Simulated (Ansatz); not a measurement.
# CH₂Al (doublet): wave-function methods side by side, cc-pVTZ

Aim: climb from Hartree-Fock through coupled cluster and multireference methods for CH₂Al (doublet) at one geometry and basis, and see what each rung misses.

The runs use Ansatz 0.2.0, Gaussian basis; cc-pVTZ, core rule «outside noble gas», up to 6 orbitals frozen.

To be run: UHF; CCSD(T) on ROHF; CCSD(T) on UHF; BCCD(T) on ROHF; CCSDT(Q) on ROHF; CCSDT(Q) on UHF; CASSCF and MRCISD+Q, 9 electrons in 10 orbitals; CASSCF and NEVPT2, 9 electrons in 10 orbitals.

10 further runs of the same task are left out: 5 for a known fault of the program, 5 set aside as unsound or not needed.

## Step 1: What is computed

The geometry is a PBE0/def2-TZVP stationary point (not a proven minimum).

4 atoms, charge 0, spin multiplicity 2.

Atoms are counted from 1 here; the program's logs count them from 0.

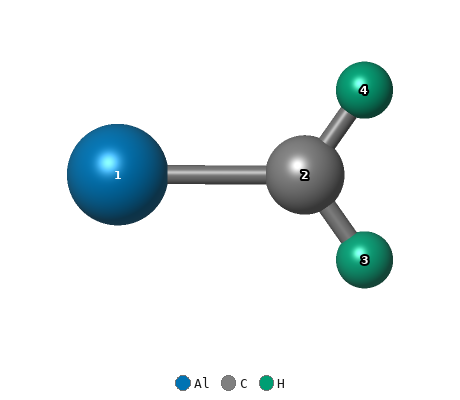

The structure; aluminium blue, carbon grey, hydrogen teal; atoms are numbered from 1 in the order of the file.

Geometry (Å):

```xyz
4
charge 0, multiplicity 2
Al    0.0000    0.0000    0.7050
C     0.0000    0.0000   -1.2658
H     0.0000   -0.8961   -1.8941
H     0.0000    0.8961   -1.8941
```

## Step 2: UHF

in.yaml reads:

```yaml
crystal:
  periodic: [false, false, false]
  atoms:
    - {symbol: Al, position_ang: [0.000000, 0.000000, 0.704959]}
    - {symbol: C, position_ang: [0.000000, 0.000000, -1.265754]}
    - {symbol: H, position_ang: [0.000000, -0.896128, -1.894102]}
    - {symbol: H, position_ang: [0.000000, 0.896128, -1.894102]}
basis:
  gaussian: {orbitals: cc-pVTZ}
magnetization: {spin_polarized: true, initial_magnetization: 1}
hamiltonian: {xc: hf}
output: {orbitals: {seedname: orbitals}}
```

Run with:

```
ansatz run in.yaml --threads 1 --pin off --events-out ev --progress --plain --max-ram 2816MiB --backend cpu
```

After this run come: CCSD(T) on ROHF; CCSD(T) on UHF; BCCD(T) on ROHF; CCSDT(Q) on ROHF; CCSDT(Q) on UHF; CASSCF and MRCISD+Q, 9 electrons in 10 orbitals; CASSCF and NEVPT2, 9 electrons in 10 orbitals.

Before running them: what should the planned runs give, taken together? Wanted: UCCSDT(Q) below the RHF energy; RMP2 from UCCSDT(Q); UMP2 from UCCSDT(Q); RCCSD from UCCSDT(Q); RCCSD(T) from UCCSDT(Q); UCCSD(T) from UCCSDT(Q); RCCSDT(Q) from UCCSDT(Q); NEVPT2 valence from UCCSDT(Q); MRCISD+Q valence from UCCSDT(Q).

The runs gave:

| quantity | value |
| --- | --- |
| UCCSDT(Q) below the RHF energy | -6.5868 eV |
| RMP2 from UCCSDT(Q) | +1054.5 meV |
| UMP2 from UCCSDT(Q) | +1068.8 meV |
| RCCSD from UCCSDT(Q) | +252.4 meV |
| RCCSD(T) from UCCSDT(Q) | +33.6 meV |
| UCCSD(T) from UCCSDT(Q) | +33.5 meV |
| RCCSDT(Q) from UCCSDT(Q) | +0.9 meV |
| NEVPT2 valence from UCCSDT(Q) | +963.0 meV |
| MRCISD+Q valence from UCCSDT(Q) | +50.8 meV |
| levels within 1 kcal/mol (43 meV) | RCCSD(T), UCCSD(T), BCCD(T), RCCSDT, UCCSDT, RCCSDT(Q) |
| T1 diagnostic | 0.017 |
| effectively unpaired electrons | 1.10 |

**Reading.** RCCSD(T) misses by +33.6 meV, 0.5 % of the correlation energy. One determinant dominates. Of the multireference levels listed MRCISD+Q valence comes nearest in total energy (+50.8 meV), which doesn't show that its space is the better one. Coupled cluster took another determinant than the lowest Hartree-Fock one. These misses are within one basis, not against nature; the frozen cores of restricted and unrestricted runs differ, which can shift their rows.
